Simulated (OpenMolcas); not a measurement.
## Excited-state calculation, with input and output: SiPH$_{4}$ (charge −1) (part 3 of 4)

The same run, continued: SiPH$_{4}$, charge −1, SMILES [SiH2-]P; NEVPT2/ANO-S-VDZP (OpenMolcas 26.06). The geometry comes from this level: GFN2-xTB.

Geometry of the input (Å):
```
Si 0.0000  0.0000  0.0000
P  0.0000  0.0000  2.2253
H  1.4938  0.0000  -0.1678
H  -0.1943  -1.4808  -0.1701
H  -1.3697  0.0787  2.3222
H  0.1179  1.3669  2.3233
```

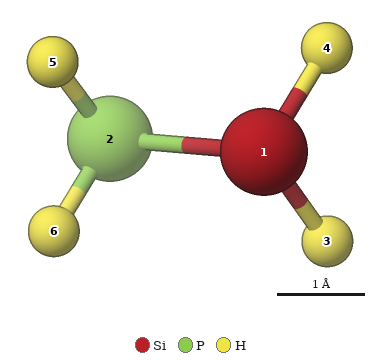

Figure 1. The input geometry (ball-and-stick view, seen at a tilt; atoms are numbered from 1 in the order of the input).

### The program's output, continued
```
                SI1     P2      H3      H4      H5      H6
      1s       2.0000  2.0000  1.1134  1.1129  1.0121  1.0128
      2s       2.0004  2.0011 -0.0095 -0.0094  0.0801  0.0803
      2px      1.9998  2.0001  0.0145  0.0017  0.0191  0.0042
      2pz      2.0000  2.0000  0.0025  0.0025  0.0074  0.0073
      2py      1.9998  2.0000  0.0019  0.0147  0.0047  0.0196
      3s       1.2501  1.5907  0.0000  0.0000  0.0000  0.0000
      3px      0.7874  1.0397  0.0000  0.0000  0.0000  0.0000
      3pz      1.1242  1.1606  0.0000  0.0000  0.0000  0.0000
      3py      0.7975  1.0908  0.0000  0.0000  0.0000  0.0000
      4s      -0.0247 -0.2623  0.0000  0.0000  0.0000  0.0000
      3d2+     0.1159  0.1117  0.0000  0.0000  0.0000  0.0000
      3d1+     0.0226  0.0119  0.0000  0.0000  0.0000  0.0000
      3d0      0.0841  0.0765  0.0000  0.0000  0.0000  0.0000
      3d1-     0.0258  0.0132  0.0000  0.0000  0.0000  0.0000
      3d2-     0.0053  0.0024  0.0000  0.0000  0.0000  0.0000
      4px      0.0059 -0.0091  0.0000  0.0000  0.0000  0.0000
      4pz      0.3185  0.1729  0.0000  0.0000  0.0000  0.0000
      4py      0.0057 -0.0114  0.0000  0.0000  0.0000  0.0000
      Total   14.5184 14.9887  1.1228  1.1224  1.1234  1.1243

      N-E     -0.5184  0.0113 -0.1228 -0.1224 -0.1234 -0.1243

      Total electronic charge=   34.000000

      Total            charge=   -1.000000
--

      Expectation values of various properties for root number:  2
      -----------------------------------------------------------

++    Molecular properties:
      ---------------------

      Charge (e):
                      =   -1.0000
      Dipole Moment (debye):
      Origin of the operator (angstrom)=    0.0008   -0.0006    1.1633
                   X= -9.9314E-01               Y=  1.1391E+00               Z= -1.2335E+00           Total=  1.9507E+00
      Center of Charge (angstrom)
                     X=    0.20752995               Y=   -0.23771504               Z=    1.42009080
      Quadrupole Moment (debye*angstrom):
      Origin of the operator (angstrom)=    0.0008   -0.0006    1.1633
                  XX= -4.2978E+01              XY=  8.7319E-01              XZ=  1.2740E+00              YY= -4.3229E+01
                  YZ= -1.4196E+00              ZZ= -6.9964E+01
      In traceless form (debye*angstrom)
                  XX=  1.3619E+01              XY=  1.3098E+00              XZ=  1.9109E+00              YY=  1.3242E+01
                  YZ= -2.1294E+00              ZZ= -2.6861E+01
--

      LoProp population analysis for root number:  2
      -----------------------------------------------

++    LoProp analysis:
      ----------------

++    Static properties:
      ------------------

      LoProp Charges per center

                   SI1      P2       H3       H4       H5       H6
      Nuclear     14.0000  15.0000   1.0000   1.0000   1.0000   1.0000
      Electronic -14.1998 -15.2111  -1.1579  -1.1576  -1.1366  -1.1370

      Total       -0.1998  -0.2111  -0.1579  -0.1576  -0.1366  -0.1370
--

      Natural Bond Order analysis for root number:  2

++    Natural Bond Order analysis
      ---------------------------
      Based on LoProp computed density
      -------------------------------------------------------------------------------------
      Atom A       Atom B       Bond Order
      -------------------------------------------------------------------------------------
      NBO located      0.989 non-bonded electrons on atom SI1
      NBO located      1.000 non-bonded electrons on atom SI1
      NBO located      0.998 non-bonded electrons on atom SI1
      NBO located      0.999 non-bonded electrons on atom SI1
      NBO located      0.999 non-bonded electrons on atom SI1
      NBO located      0.959 non-bonded electrons on atom P2
      NBO located      0.999 non-bonded electrons on atom P2
      NBO located      0.999 non-bonded electrons on atom P2
      NBO located      0.999 non-bonded electrons on atom P2
      NBO located      0.999 non-bonded electrons on atom P2
      The remaining    7.070 electrons are to be considered as diffuse
--

--

      Von Neumann Entropy (Root   3) =  1.11845

      Mulliken population analysis for root number:  3
      -----------------------------------------------

++    Molecular charges:
      ------------------

      Mulliken charges per centre and basis function type
      ---------------------------------------------------

                SI1     P2      H3      H4      H5      H6
      1s       2.0000  2.0000  1.1610  1.1601  1.0581  1.0586
      2s       2.0003  2.0011  0.1181  0.1180  0.0694  0.0690
      2px      1.9998  2.0001  0.0125  0.0014  0.0163  0.0038
      2pz      2.0000  2.0000  0.0018  0.0018  0.0098  0.0097
      2py      1.9998  2.0000  0.0017  0.0129  0.0046  0.0171
      3s       1.3167  1.5497  0.0000  0.0000  0.0000  0.0000
      3px      0.7964  1.0969  0.0000  0.0000  0.0000  0.0000
      3pz      0.7180  1.2772  0.0000  0.0000  0.0000  0.0000
      3py      0.8085  1.1672  0.0000  0.0000  0.0000  0.0000
      4s      -0.2760 -0.0523  0.0000  0.0000  0.0000  0.0000
      3d2+     0.1159  0.1117  0.0000  0.0000  0.0000  0.0000
      3d1+     0.0222  0.0116  0.0000  0.0000  0.0000  0.0000
      3d0      0.0954  0.1002  0.0000  0.0000  0.0000  0.0000
      3d1-     0.0254  0.0129  0.0000  0.0000  0.0000  0.0000
      3d2-     0.0053  0.0026  0.0000  0.0000  0.0000  0.0000
      4px      0.0075 -0.0092  0.0000  0.0000  0.0000  0.0000
      4pz      0.0301  0.1629  0.0000  0.0000  0.0000  0.0000
      4py      0.0073 -0.0108  0.0000  0.0000  0.0000  0.0000
      Total   13.6727 15.4218  1.2951  1.2941  1.1581  1.1582

      N-E      0.3273 -0.4218 -0.2951 -0.2941 -0.1581 -0.1582

      Total electronic charge=   34.000000

      Total            charge=   -1.000000
--

      Expectation values of various properties for root number:  3
      -----------------------------------------------------------

++    Molecular properties:
      ---------------------

      Charge (e):
                      =   -1.0000
      Dipole Moment (debye):
      Origin of the operator (angstrom)=    0.0008   -0.0006    1.1633
                   X= -2.6938E-01               Y=  3.4048E-01               Z=  6.7724E-01           Total=  8.0446E-01
      Center of Charge (angstrom)
                     X=    0.05684683               Y=   -0.07145040               Z=    1.02228586
      Quadrupole Moment (debye*angstrom):
      Origin of the operator (angstrom)=    0.0008   -0.0006    1.1633
                  XX= -4.4952E+01              XY=  7.5186E-01              XZ= -1.0965E+00              YY= -4.5148E+01
                  YZ=  1.2412E+00              ZZ= -5.0350E+01
      In traceless form (debye*angstrom)
                  XX=  2.7972E+00              XY=  1.1278E+00              XZ= -1.6447E+00              YY=  2.5026E+00
                  YZ=  1.8618E+00              ZZ= -5.2998E+00
--

      LoProp population analysis for root number:  3
      -----------------------------------------------

++    LoProp analysis:
      ----------------

++    Static properties:
      ------------------

      LoProp Charges per center

                   SI1      P2       H3       H4       H5       H6
      Nuclear     14.0000  15.0000   1.0000   1.0000   1.0000   1.0000
      Electronic -13.8281 -15.3120  -1.2728  -1.2720  -1.1576  -1.1576

      Total        0.1719  -0.3120  -0.2728  -0.2720  -0.1576  -0.1576
--

      Natural Bond Order analysis for root number:  3

++    Natural Bond Order analysis
      ---------------------------
      Based on LoProp computed density
      -------------------------------------------------------------------------------------
      Atom A       Atom B       Bond Order
      -------------------------------------------------------------------------------------
      NBO located      0.953 non-bonded electrons on atom SI1
      NBO located      0.999 non-bonded electrons on atom SI1
      NBO located      0.999 non-bonded electrons on atom SI1
      NBO located      0.999 non-bonded electrons on atom SI1
      NBO located      0.999 non-bonded electrons on atom SI1
      NBO located      0.987 non-bonded electrons on atom P2
      NBO located      1.000 non-bonded electrons on atom P2
      NBO located      0.999 non-bonded electrons on atom P2
      NBO located      0.998 non-bonded electrons on atom P2
      NBO located      0.998 non-bonded electrons on atom P2
      The remaining    5.869 electrons are to be considered as diffuse
--

--

      Average orbitals are written to the RASORB file
      Natural orbitals for root   1 are written to the RASORB.1 file
      Natural orbitals for root   2 are written to the RASORB.2 file
      Natural orbitals for root   3 are written to the RASORB.3 file
      Spin density orbitals for root   1 are written to the SPDORB.1 file
      Spin density orbitals for root   2 are written to the SPDORB.2 file
      Spin density orbitals for root   3 are written to the SPDORB.3 file

--- Stop Module: rasscf /rc=_RC_ALL_IS_WELL_ ---
           step11.RasOrb.2 step11.RasOrb.3 step11.rasscf.h5 step11.SpdOrb.1 step11.SpdOrb.2 step11.SpdOrb.3 xmldump
--- Module rasscf spent 1 second ---

--- Start Module: caspt2 ---

                                              &CASPT2

                       available to each process: 1.9 GB of memory, 1 thread

++    Wave function specifications:
      -----------------------------

      Number of closed shell electrons          14
      Number of electrons in active shells       6
      Max number of holes in RAS1 space          0
      Max number of electrons in RAS3 space      0
      Number of inactive orbitals                7
      Number of active orbitals                  6
      Number of secondary orbitals              36
      Spin quantum number                      0.0
      State symmetry                             1
      Number of CSFs                           175
      Number of CASSCF root(s) available         3
      NEVPT2 state passed to geometry opt.       3
      A file JOBMIX will be created
      This is a MULTI-STATE CASSCF reference
      Number of CI roots used                    3
      These are:                                 1   2   3
      Off-diagonal elements of Heff are computed
--

++    Orbital specifications:
      -----------------------

      Symmetry species                           1
                                                 a
      Frozen orbitals                            7
      Inactive orbitals                          7
      Active orbitals                            6
      Secondary orbitals                        36
      Deleted orbitals                           0
      Number of basis functions                 56
--

++    NEVPT2 specifications:
      ----------------------

      Type of calculation                        QD-NEVPT2
      Internal contraction for energies          partially and strongly contracted
                                                 (PC-NEVPT2 and SC-NEVPT2)
      Denominator threshold for SC-NEVPT2        1.00E-09
      Fock operator                              state-specific
      0th-order Hamiltonian                      DYALL
      IPEA shift                                 0.00
      Real shift                                 0.00
      Imaginary shift                            0.00
      The input orbitals will be transformed to quasi-canonical
--

--------------------------------------------------------------------------------
 Estimated memory requirements:
  POLY3 :                   262414
  RHS:                      310767
  SIGMA :                   361888
  PRPCTL:                        0
 Available workspace:    232484725

++ NEVPT2 computation for group   1

********************************************************************************
 Multi-State initialization phase begins for group   1
--------------------------------------------------------------------------------
********************************************************************************
 Compute H0 matrices for state    1
--------------------------------------------------------------------------------
--------------------------------------------------------------------------------
 H0 matrices have been computed.

********************************************************************************
  NEVPT2 EQUATION SOLUTION
--------------------------------------------------------------------------------

  Total nr of NEVPT2 parameters:
   Before reduction:      148665
   After  reduction:      147904

 Variance of |WF0>:       0.5442068558
-----------------------------------------------------------------------------------------------------------------------------

  FINAL PC-NEVPT2 RESULT:

      Reference energy:        -631.9854220157
      E2 (Non-variational):      -0.2322569072
      E2 (Variational):          -0.2322569072
      Total energy:            -632.2176789229
      Residual norm:              0.0000000000
      Reference weight:           0.88685

      Contributions to the PC-NEVPT2 correlation energy
      Active & Virtual Only:         -0.0639145824
      One Inactive Excited:          -0.0807627807
      Two Inactive Excited:          -0.0875795441

  FINAL SC-NEVPT2 RESULT:

      Reference energy:        -631.9854220157
      E2 (Non-variational):      -0.2292380919
      E2 (Variational):          -0.2292380919
      Total energy:            -632.2146601076
      Residual norm:              0.0000000000
      Reference weight:           0.89431

      Contributions to the SC-NEVPT2 correlation energy
      Active & Virtual only:         -0.0614106354
      One Inactive Excited:          -0.0802797327
      Two Inactive Excited:          -0.0875477238

   (Skip denominator check etc. with SC-NEVPT2 wavefunction)

   (Skipping property calculation,
    use PROP keyword to activate)
--

++ NEVPT2 computation for group   2

********************************************************************************
 Multi-State initialization phase begins for group   2
--------------------------------------------------------------------------------
********************************************************************************
 Compute H0 matrices for state    2
--------------------------------------------------------------------------------
--------------------------------------------------------------------------------
 H0 matrices have been computed.

********************************************************************************
  NEVPT2 EQUATION SOLUTION
--------------------------------------------------------------------------------

  Total nr of NEVPT2 parameters:
   Before reduction:      148665
   After  reduction:      148026

 Variance of |WF0>:       0.5219473032
-----------------------------------------------------------------------------------------------------------------------------

  FINAL PC-NEVPT2 RESULT:

      Reference energy:        -631.8680098195
      E2 (Non-variational):      -0.2221699423
      E2 (Variational):          -0.2221699423
      Total energy:            -632.0901797618
      Residual norm:              0.0000000000
      Reference weight:           0.89166

      Contributions to the PC-NEVPT2 correlation energy
      Active & Virtual Only:         -0.0534394609
      One Inactive Excited:          -0.0799385735
      Two Inactive Excited:          -0.0887919079

  FINAL SC-NEVPT2 RESULT:

      Reference energy:        -631.8680098195
      E2 (Non-variational):      -0.2195848528
      E2 (Variational):          -0.2195848528
      Total energy:            -632.0875946723
      Residual norm:              0.0000000000
      Reference weight:           0.89759

      Contributions to the SC-NEVPT2 correlation energy
      Active & Virtual only:         -0.0516555719
      One Inactive Excited:          -0.0791704320
      Two Inactive Excited:          -0.0887588490

   (Skip denominator check etc. with SC-NEVPT2 wavefunction)

   (Skipping property calculation,
    use PROP keyword to activate)
--

++ NEVPT2 computation for group   3

********************************************************************************
 Multi-State initialization phase begins for group   3
--------------------------------------------------------------------------------
********************************************************************************
 Compute H0 matrices for state    3
```
